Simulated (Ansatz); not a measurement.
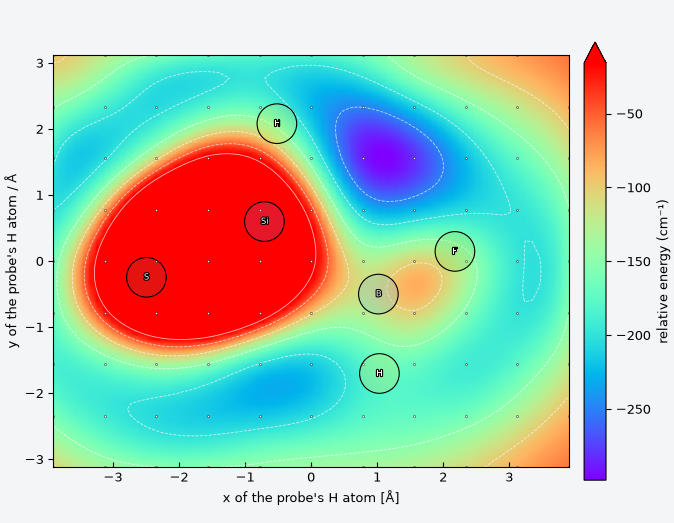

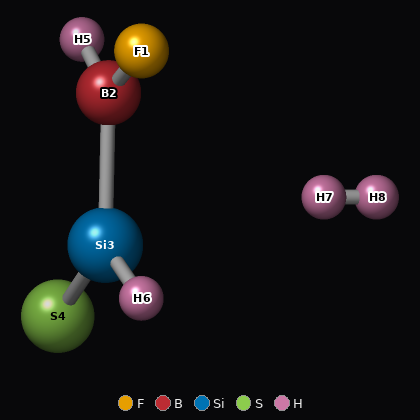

Energy landscape of BFH₂SSi (SMILES FB[SiH]=S) with the probe H2. 
- The probe is moved over a plane parallel to the molecule's main plane, 2.50 Å above it.
- First axis: x of the probe's H atom. Second axis: y of the probe's H atom.
- Nothing is relaxed (molecule and probe rigid, the probe upright with H nearest the plane).
- The scan uses an 11 × 9 grid.
- Points are written as (first, second).
- All energies are given in cm⁻¹ relative to molecule and probe far apart, each relaxed in its own basis (no counterpoise correction).
- The calculation used RKS B3LYP-D4/def2-SVPD (Ansatz 0.2.0).

In the figure: a smooth colour map with a few white contour lines, dots at the grid points, labelled circles for the molecule's atoms, projected on the plane, one colour for all values above the top of the scale. Between grid points the surface is interpolated. The second picture is the structure at the lowest point.

Q: Describe this landscape.

A: The lowest grid point is at (0.78 Å, 1.56 Å), −287 cm⁻¹ from molecule and probe far apart, each relaxed in its own basis (no counterpoise correction). The bottom of the well lies between grid points, at about (1.10 Å, 1.55 Å), about 11 cm⁻¹ lower on the interpolated surface. Higher local minima lie near (−0.78 Å, −2.34 Å) (71 cm⁻¹ above the lowest at that grid point); (−2.34 Å, 2.34 Å) (81 cm⁻¹ above the lowest at that grid point). The highest grid point, (−1.56 Å, 0.00 Å), lies 901 cm⁻¹ above the lowest. On the interpolated surface the easiest way out of the lowest well to the well at about (−2.03 Å, 2.59 Å) passes a barrier of about 100 cm⁻¹, counted from the interpolated bottom of the well. Near the minimum the curvatures are about 0.02 and 0.035 eV/Å² along the soft and the stiff direction.

Grid values (cm⁻¹):

```tsv
y of the probe's H atom ↓, x of the probe's H atom →	−3.90	−3.12	−2.34	−1.56	−0.78	0.00	0.78	1.56	2.34	3.12	3.90
3.12	−93	−123	−153	−172	−178	−182	−165	−131	−101	−78	−58
2.34	−148	−188	−206	−180	−174	−223	−249	−211	−159	−120	−85
1.56	−196	−203	−108	12	−16	−166	−287	−282	−222	−173	−121
0.78	−201	−83	232	415	244	−36	−216	−226	−205	−199	−151
0.00	−165	56	459	614	335	20	−123	−104	−137	−197	−162
−0.78	−167	−17	195	238	60	−94	−127	−103	−155	−198	−151
−1.56	−187	−168	−136	−153	−202	−214	−182	−170	−191	−177	−121
−2.34	−160	−191	−206	−215	−216	−204	−180	−173	−163	−129	−87
−3.12	−106	−135	−150	−151	−145	−139	−135	−127	−109	−83	−60
```

The input of one point:

```yaml
crystal:
  periodic: [false, false, false]
  atoms:
    - { symbol: F, position_ang: [2.178426, 0.146667, 1.1e-05] }
    - { symbol: B, position_ang: [1.019198, -0.499479, -1.0e-05] }
    - { symbol: Si, position_ang: [-0.705565, 0.598264, -8.0e-06] }
    - { symbol: S, position_ang: [-2.492059, -0.245452, 7.0e-06] }
    - { symbol: H, position_ang: [1.03515, -1.701647, -0.000413] }
    - { symbol: H, position_ang: [-0.517011, 2.080751, -0.000611] }
    - { symbol: H, position_ang: [0.78, 1.56, 2.5] }
    - { symbol: H, position_ang: [0.78, 1.56, 3.260188] }
basis:
  gaussian: { orbitals: def2-SVPD }
hamiltonian:
  xc: { name: B3LYP }
  dispersion: d4
output:
  forces: true
```

Each point was launched as `ansatz run input.yaml --threads 1 --pin off --max-ram 2560MiB --backend cpu --events-out ev --progress --plain --runs-dir out`. The whole map (99 points run) took 10 min on 1 thread of Arm Neoverse V2 (shared host).
